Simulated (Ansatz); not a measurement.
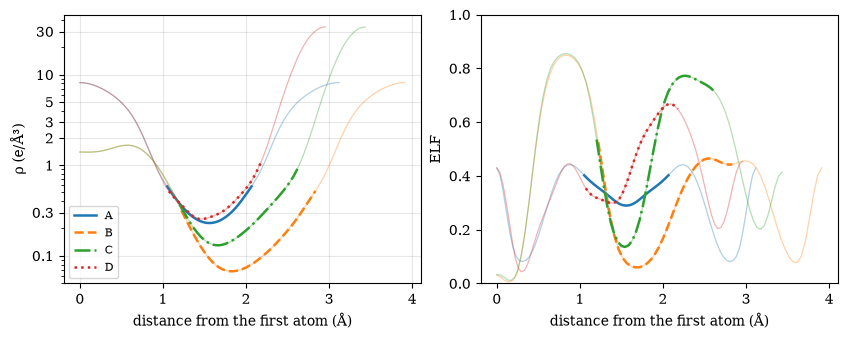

LaBi$_{2}$As$_{3}$. Valence electron density and electron localisation function along straight lines between neighbouring atoms. Thin, pale parts lie inside the atomic spheres.

Space group Cmmm; a structure from a database of computed crystals, not necessarily the ambient phase; started from the CeAl2Cu3-65 prototype, which need not be the ambient phase; not relaxed (largest force 0.3 eV/Å).

These are results of DFT, r2SCAN+rVV10, plane waves, PAW in Ansatz 0.2.0, not measurements.

In a PAW calculation such maps are meaningful between the atoms, not at the nuclei.

```yaml
crystal:
  lattice:
    - [6.23257, 0.00000, 0.00000]
    - [0.00000, 10.03873, 0.00000]
    - [0.00000, 0.00000, 5.12148]
  atoms:
    - { symbol: La, position: [0.00000, 0.50000, 0.00000] }
    - { symbol: La, position: [0.50000, 0.00000, 0.00000] }
    - { symbol: Bi, position: [0.25000, 0.25000, 0.50000] }
    - { symbol: Bi, position: [0.75000, 0.75000, 0.50000] }
    - { symbol: Bi, position: [0.25000, 0.75000, 0.50000] }
    - { symbol: Bi, position: [0.75000, 0.25000, 0.50000] }
    - { symbol: As, position: [0.00000, 0.85657, 0.00000] }
    - { symbol: As, position: [0.50000, 0.35657, 0.00000] }
    - { symbol: As, position: [0.00000, 0.14343, 0.00000] }
    - { symbol: As, position: [0.50000, 0.64343, 0.00000] }
    - { symbol: As, position: [0.00000, 0.00000, 0.50000] }
    - { symbol: As, position: [0.50000, 0.50000, 0.50000] }
```

### Which curve belongs to which contact (Bi–As, Bi–Bi, La–As and La–Bi)? The first atom named is at distance zero.

Curve A: Bi–Bi (3.12 Å): ρ at the midpoint is about 0.23 e/Å³; the ELF is about 0.30 at the midpoint: no shared electron pair shows on this line. Curve B: La–Bi (3.91 Å): ρ is about 0.07 e/Å³ halfway; the ELF is about 0.15 at the midpoint (no localised pair shows between them). Curve C: La–As (3.43 Å): the density is about 0.13 e/Å³ at the midpoint; the ELF peaks at about 0.75 in the valence shell of As, 1.2 Å from its nucleus, and drops to about 0.15 between the two atoms. Curve D: Bi–As (2.95 Å): ρ at the midpoint is about 0.25 e/Å³; the ELF is about 0.30 at the midpoint.
